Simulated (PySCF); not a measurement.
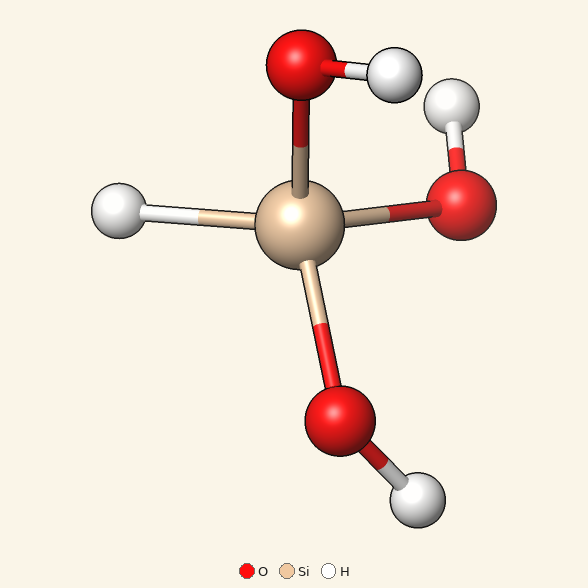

Rendered structure (ball-and-stick style). Every bond is drawn as one stick, whatever its order.

The geometry was computed by an optimisation with PBE0-D3(BJ)/def2-SVP. No frequency run is at hand to confirm it as a minimum.

> Count the atoms of each element.

H4O3Si, 8 atoms: 4 hydrogen, 3 oxygen and 1 silicon.

> Describe its rings.

It has no ring.

> What is its SMILES?

O[SiH](O)O

More results for the same structure follow; atom numbers are the same in all pictures, views and colours differ.

**Shape**

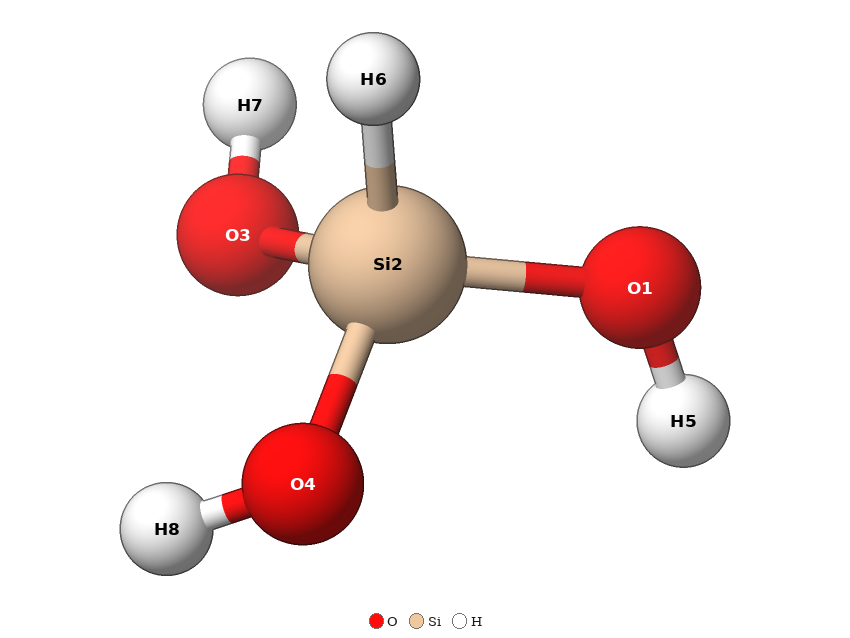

Numbered structure. No frequency run is at hand to confirm it as a minimum.

Which atoms are bonded, and how long are the bonds?

```csv
bond,length (Å),order
O1–Si2,1.649,single
O1–H5,0.963,single
Si2–O3,1.660,single
Si2–O4,1.651,single
Si2–H6,1.480,single
O3–H7,0.961,single
O4–H8,0.962,single
```

**Levels of theory compared**

No frequency run is at hand to confirm it as a minimum. Program: PySCF 2.14.0.

Tabulate dipole (D), HOMO energy (eV) at these levels: B3LYP/6-31G*; B3LYP/cc-pVTZ; B3LYP/def2-SVPD; B3LYP/def2-TZVP; BHandHLYP/def2-SVPD; CAM-B3LYP/def2-SVPD; HF/def2-SVPD; LDA/def2-SVPD; PBE/def2-SVPD; PBE0/def2-SVPD.

| level | dipole (D) | HOMO energy (eV) |
| --- | --- | --- |
| B3LYP/6-31G* | 1.75 | −8.43 |
| B3LYP/cc-pVTZ | 1.58 | −8.72 |
| B3LYP/def2-SVPD | 1.54 | −8.94 |
| B3LYP/def2-TZVP | 1.63 | −8.82 |
| BHandHLYP/def2-SVPD | 1.58 | −10.76 |
| CAM-B3LYP/def2-SVPD | 1.57 | −10.68 |
| HF/def2-SVPD | 1.64 | −13.18 |
| LDA/def2-SVPD | 1.55 | −7.69 |
| PBE/def2-SVPD | 1.51 | −7.54 |
| PBE0/def2-SVPD | 1.55 | −9.19 |

**Core levels**

No frequency run is at hand to confirm it as a minimum. Method: delta-SCF UKS SCAN, pcX-2 on the ionised atom, pcseg-1 elsewhere, spin-free X2C (PySCF 2.14.0).

Give the core-electron binding energies (to vacuum; p and d levels without spin–orbit splitting) of O1 1s, Si2 1s, Si2 2p.

```
atom  level  binding energy (eV)
  O1     1s                538.9
 Si2     1s               1848.6
 Si2     2p                108.6
```

**Spin–spin coupling**

No frequency run is at hand to confirm it as a minimum. Properties computed with B3LYP/6-31G* indirect spin-spin coupling, non-relativistic, gas phase (PySCF 2.14.0). Isotopes: 1H, 17O, 29Si.

Give the spin–spin coupling constants of these pairs, with the number of bonds between them: O1/Si2, Si2/O3, Si2/H6, O3/H7, O4/H8, Si2/H8, Si2/H5, O3/H6, O3/O4, O4/H6, H5/H6, H6/H8.

```csv
pair,bonds apart,J (Hz)
"O1, Si2",1,−16.1
"Si2, O3",1,−12.4
"Si2, H6",1,−258.3
"O3, H7",1,−82.7
"O4, H8",1,−81.5
"Si2, H8",2,1.1
"Si2, H5",2,4.5
"O3, H6",2,−7.6
"O3, O4",2,−1.0
"O4, H6",2,−11.2
"H5, H6",3,6.9
"H6, H8",3,−0.9
```
